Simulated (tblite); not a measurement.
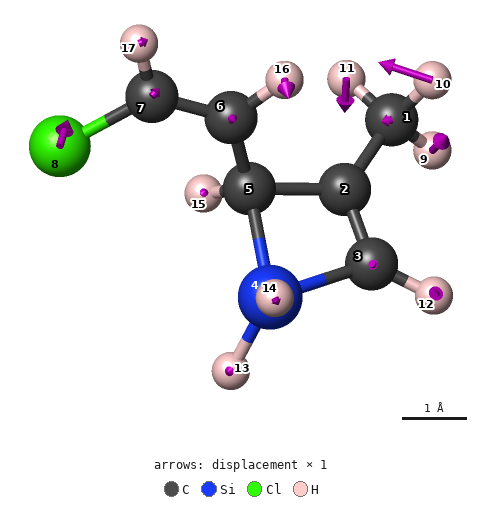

This is a relaxation of C₆H₉ClSi. The starting structure is drawn; purple arrows show the displacements, at their true length. The two geometries are superimposed by the best rigid fit.

The picture is a ball-and-stick view, seen at a tilt.

Theory: tblite, GFN2-xTB geometry optimisation, gas phase. 

Question: What did the optimiser do to the structure, and how much energy did it gain?

Answer: The largest move after the best rigid fit is that of H10, 0.90 Å. By element the largest moves are H 0.90 Å, Cl 0.58 Å, C 0.18 Å, Si 0.14 Å. Some distances before and after: C1–C2 1.570 → 1.483 Å, C2–C5 1.574 → 1.513 Å, Si4–C5 1.914 → 1.958 Å, C3–Si4 1.852 → 1.879 Å. Among the angles between lasting bonds that change: Si4–C3–H12 131.2° → 137.9°, C3–Si4–H13 113.1° → 118.9°, C3–Si4–H14 112.8° → 118.4°. Groups turn about C1–C2 by about 45°. After 99 geometry steps the energy has fallen by 35.0 kJ/mol. Cost: 1.4 s on 1 thread of Arm Neoverse N1, on a shared host.
